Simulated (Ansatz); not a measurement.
# H₂Si₃: what the fields show

```xyz
5

Si   -1.5095    0.6451    1.0693
Si   -0.3129   -1.0201    0.0172
Si    0.4450    0.9638   -0.1096
H    -0.1387   -2.4590   -0.3502
H     1.5160    1.8701   -0.6268
```

Theory: UKS PBE0-D4/def2-SVP in Ansatz 0.2.0.

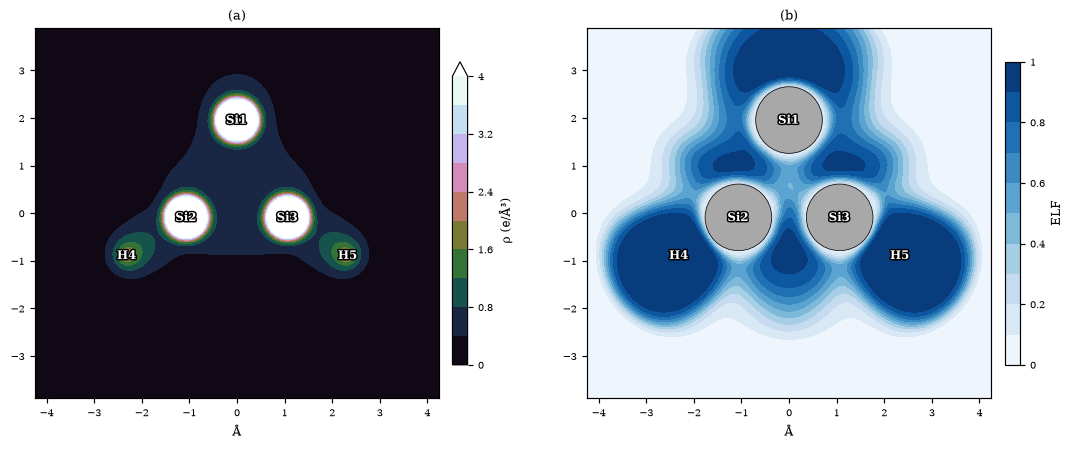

Figure 1. (a) total electron density; (b) electron localisation function on the molecular plane. Grey discs cover the atomic cores in the ELF map.

Q: Describe what can be read from this map.

A:
- The plane passes through Si and H nuclei.
- Si–Si (2.13 Å): ρ is about 0.66 e/Å³ halfway; the ELF peaks at about 0.80 between the atoms, as expected for a covalent bond.
- Si–H (1.50 Å): ρ is about 0.76 e/Å³ halfway; the ELF climbs to about 1 towards the hydrogen, as it does in any bond to H.
- Si–Si (2.30 Å): the density is about 0.57 e/Å³ at the midpoint; the ELF peaks at about 0.85 between the atoms: localised, covalent bonding.
- The ELF also peaks beside Si1, away from the bonds: lone-pair regions.

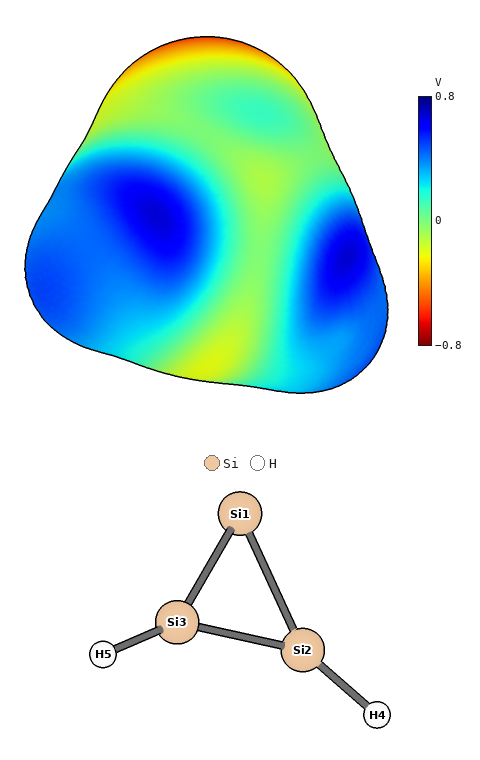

Figure 2. The molecular electrostatic potential painted on the density surface at 0.001 e/bohr³, seen at a tilt; the colour scale runs from red (negative) to blue (positive). The bare structure is drawn below in the same view.

Q: Where is the surface potential most negative and most positive?

A: The most negative region (about −0.7 V) lies over Si1, the most positive (about +0.7 V) over Si2 and Si3.

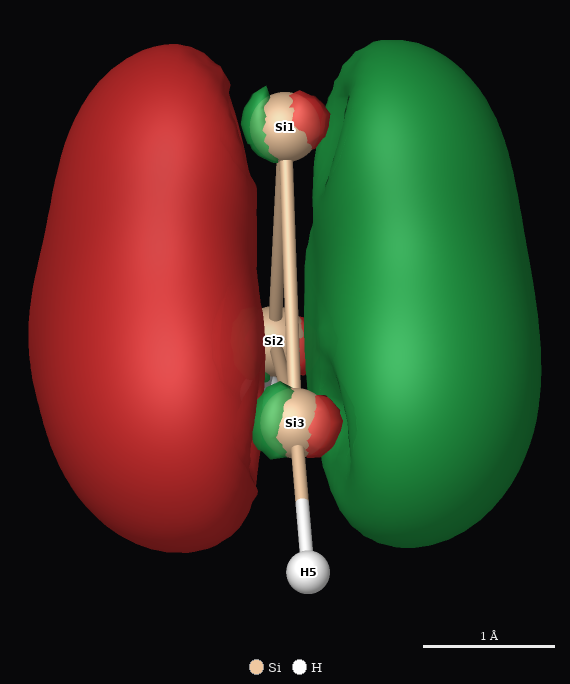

Figure 3. The HOMO−1 at ±0.1 Å⁻³ᐟ² (green and red are the two phases), seen at an oblique angle.

Q: Where does this orbital lie, and at what energy?

A: It lies mainly on Si2 (about 35 %), Si3 (about 35 %) and Si1 (about 25 %); it changes sign across the molecular plane (π type); π-bonding across Si1–Si2, Si1–Si3 and Si2–Si3. Its energy is −7.05 eV.
